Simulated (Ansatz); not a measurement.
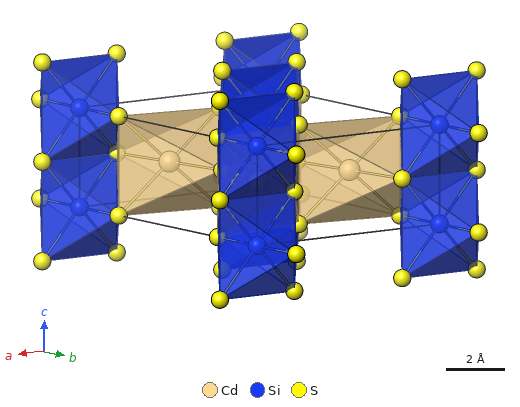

Starting structure of a crystal of Cd$_{2}$SiS$_{4}$ (built on the Li2MnBr4-65 type type). A polyhedral model of the conventional cell (2 times the calculation's cell), seen from a free direction. Lengths and directions refer to the drawn axes.

Theory: DFT, r2SCAN+rVV10, plane waves, PAW (Ansatz 0.2.0).

The input:
```yaml
crystal:
  lattice:
    - [3.9558849191, -5.2112390235, 0.0]
    - [3.9558849191, 5.2112390235, 0.0]
    - [0.0, 0.0, 3.5137235634]
  atoms:
    - { symbol: Cd, position: [0.5, 0.0, 0.5] }
    - { symbol: Cd, position: [0.0, 0.5, 0.5] }
    - { symbol: Si, position: [0.0, 0.0, 0.0] }
    - { symbol: S, position: [0.7960478514, 0.7960478514, 0.5] }
    - { symbol: S, position: [0.2039521486, 0.2039521486, 0.5] }
    - { symbol: S, position: [0.7792498164, 0.2207501836, 0.0] }
    - { symbol: S, position: [0.2207501836, 0.7792498164, 0.0] }
kpoints:
  mp_grid: { grid: [4, 4, 6] }
hamiltonian:
  xc: r2scan
  dispersion: rvv10
scf:
  occupations: { method: fermi_dirac, width: 0.03 }
relax:
  f_tol: 0.01
  cell: {}
  max_steps: 120
```

Run as
```bash
ansatz run input.yaml --threads 4 --pin off --max-ram 4608MiB --backend cpu --events-out ev --progress --plain --runs-dir out
```

Where does the relaxation end?

Answer. Over 3 accepted moves (4 points after the start) the energy falls by 1.0 meV per atom. The largest force component goes from 0.11 to 0.0013 eV/Å. Pressure: 1.03 GPa at the start and −0.01 GPa at the end. The SCF was repeated once at an unchanged geometry on a basis and grid sized afresh for the cell, which shifted the energy by 0.1 meV per atom at most. The largest moves relative to the cell, 0.011 Å, are those of S4 and S5. S5 goes along +a. Cd and Si stay in place. Cell: a 7.912 → 7.893 Å (−0.2 %), b 10.422 → 10.473 Å (+0.5 %), c 3.514 → 3.540 Å (+0.7 %). Volume +1.0 %. Some distances before and after: Si3–S4 2.385 → 2.400 Å, Cd1–S4 2.631 → 2.642 Å, Si3–S6 2.301 → 2.310 Å, Cd1–S6 2.663 → 2.669 Å. The space group stays Cmmm (No. 65).

Final geometry:

```
Cd Si S
1.0
     3.94651   -5.23647    0.00000
     3.94651    5.23647    0.00000
     0.00000    0.00000    3.54000
Cd Si S
2 1 4
Direct
  0.50000 0.00000 0.50000
  0.00000 0.50000 0.50000
  0.00000 0.00000 0.00000
  0.79462 0.79462 0.50000
  0.20538 0.20538 0.50000
  0.77940 0.22060 0.00000
  0.22060 0.77940 0.00000
```
